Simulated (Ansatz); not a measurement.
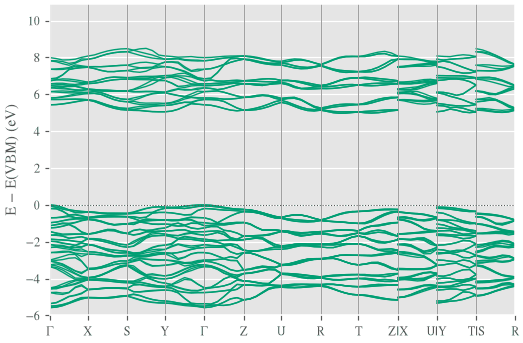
Band structure from r²SCAN with spin–orbit coupling in the plane-wave PAW code Ansatz

The gap is 4.89 eV; an edge lies off the plotted path or next to a special point (maximum on the Y–Γ line, 96 % of the way from Y, minimum off the standard path).

The material is HfO$_{2}$ in space group Pca2_1 (No. 29; Hf on 4a, O on 4a, O on 4a).

The cell was relaxed with r²SCAN under the symmetry of its start. The run is not spin-polarised.

Potentials: the later of the program's two PAW sets.
